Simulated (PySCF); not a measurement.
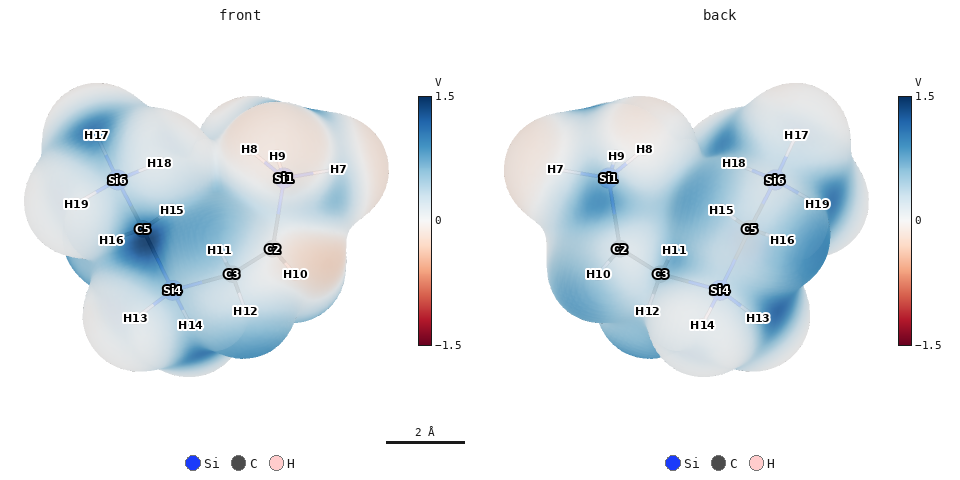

*C$_{3}$H$_{13}$Si$_{3}$ (SMILES [SiH3][CH]C[SiH2]C[SiH3]) (doublet). The molecular electrostatic potential painted on the density surface at 0.002 e/bohr³, seen from the front and from behind; the colour scale runs from red (negative) to blue (positive).*

Geometry: GFN2-xTB.

Method: UKS B3LYP, pcH-1 on C H Si, non-relativistic, mean-field spin-orbit, GIAO in PySCF.

```xyz
19

Si   -2.3428    0.5815    0.7065
C    -1.7297    0.0606   -0.9534
C    -0.4755    0.5027   -1.5567
Si    0.9028   -0.8358   -1.3244
C     1.2584   -1.1169    0.5153
Si    1.8816    0.3895    1.4949
H    -3.7917    0.3609    0.7537
H    -1.7449   -0.1565    1.8372
H    -2.0355    2.0025    0.9197
H    -2.2802   -0.6777   -1.5210
H    -0.1227    1.4337   -1.1153
H    -0.5743    0.6426   -2.6353
H     2.1020   -0.3596   -2.0278
H     0.4338   -2.0753   -1.9609
H     0.3518   -1.4869    0.9939
H     1.9948   -1.9161    0.6026
H     2.0913   -0.0004    2.8933
H     0.9109    1.4820    1.4372
H     3.1599    0.8377    0.9331
```

### Where is the surface potential most negative and most positive?

The most negative region (about −0.3 V) lies over the π face of C2, the most positive (about +1.2 V) over Si4 and Si6.
